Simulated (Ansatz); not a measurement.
**BHLYP/STO-3G run of BCl (SMILES [B]Cl)**

Aim: the vertical ionisation energy of BCl at BHLYP/STO-3G, from 2 runs. 

The results are computed with Ansatz 0.2.0.

## Step 1: Starting point

The species is BCl (2 atoms), meant as a singlet with charge 0. SMILES: `[B]Cl`. The coordinates come from a GFN2-xTB relaxation.

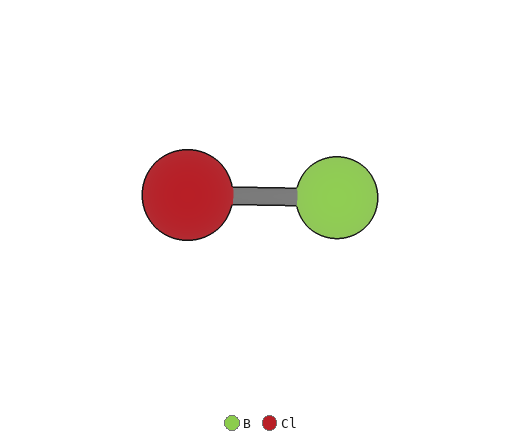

The structure, seen from a chosen angle (boron green, chlorine red).

## Step 2: A single-point energy at BHLYP/STO-3G

Input file input.yaml:

```yaml
crystal:
  periodic: [false, false, false]
  atoms:
    - {symbol: B, position_ang: [0.000000, 0.000000, 0.000000]}
    - {symbol: Cl, position_ang: [0.000000, 0.000000, 1.578530]}
basis:
  gaussian:
    orbitals: STO-3G
hamiltonian:
  xc: {name: BHLYP}
accuracy: high
```

Run with:

```bash
ansatz run input.yaml --threads 1 --pin off --max-ram 2610MiB --events-out events.jsonl --progress --plain --runs-dir runs
```

Output:

```text
Warning: RAYON_NUM_THREADS=1 ignored (pool sized by the plan → 1); use --threads N
Functional definition: BHLYP
  name "BHLYP"
  parameter a = 0.5
  exchange = (1 - a)*b88_x + a*exact_x
  correlation = lyp_c
224 factors; integrals over basis functions are off by at most 2.2e-8 eV
mean field evaluation 1: about -13050.2868 eV, gradient 7.6e0 eV
mean field evaluation 2: about -13050.4493 eV, gradient 4.6e0 eV
mean field evaluation 4: about -13050.5315 eV, gradient 1.6e-1 eV
mean field evaluation 8: about -13050.5361 eV, gradient 1.1e-3 eV
mean field -13050.53606722 eV, -479.5983544993 hartree, gradient 8.6e-9 eV, S^2 0.000000; 0 other end points of the search recorded, 0 dependent functions left out
reference -13050.53608176 eV, -479.5983550335 hartree; 11, 11 occupied and 3, 3 virtual orbitals, 224 factors
Total energy: -13050.53608176 eV, -479.5983550335 hartree
```

Run time: 0.42 s. Hardware: 1 thread of Intel Xeon Platinum 8375C at 2.90GHz (Ice Lake), shared host.

## Step 3: The doublet cation, same level

Input file job.yaml:

```yaml
crystal:
  periodic: [false, false, false]
  atoms:
    - {symbol: B, position_ang: [0.000000, 0.000000, 0.000000]}
    - {symbol: Cl, position_ang: [0.000000, 0.000000, 1.578530]}
basis:
  gaussian: {orbitals: STO-3G}
total_charge: 1
magnetization: {spin_polarized: true, initial_magnetization: 1}
hamiltonian: {xc: {name: BHLYP}}
accuracy: high
```

Run with:

```bash
ansatz run job.yaml --threads 1 --pin off --max-ram 2610MiB --events-out events.jsonl --progress --plain --runs-dir runs
```

Output:

```text
Warning: RAYON_NUM_THREADS=1 ignored (pool sized by the plan → 1); use --threads N
[... 5 set-up lines as earlier in the session ...]
224 factors; integrals over basis functions are off by at most 2.2e-8 eV
mean field evaluation 1: about -13039.5820 eV, gradient 1.7e1 eV
mean field evaluation 2: about -13038.0308 eV, gradient 2.7e1 eV
mean field evaluation 4: about -13042.6625 eV, gradient 3.3e-1 eV
mean field evaluation 8: about -13042.6583 eV, gradient 4.3e-3 eV
mean field evaluation 16: about -13042.6583 eV, gradient 4.5e-8 eV
mean field -13042.65834820 eV, -479.3088536650 hartree, gradient 4.5e-8 eV, S^2 0.756789; 0 other end points of the search recorded, 0 dependent functions left out
reference -13042.65836300 eV, -479.3088542087 hartree; 11, 10 occupied and 3, 4 virtual orbitals, 224 factors
Total energy: -13042.65836300 eV, -479.3088542087 hartree
```

Wall time 0.65 s (1 thread of Intel Xeon Platinum 8375C at 2.90GHz (Ice Lake), shared host); peak memory 0.12 GiB.

## Step 4: Results

At BHLYP/STO-3G:

```
                                          quantity          value
                         singlet BCl: total energy  -479.59836 Eh
                      doublet cation: total energy  -479.30885 Eh
                              doublet cation: ⟨S²⟩          0.757
vertical ionisation energy (to the doublet cation)       7.878 eV
```

**Reading.** Removing an electron at fixed nuclei costs 7.88 eV (182 kcal/mol). In a minimal basis such a difference can be off by several eV, whatever the method.
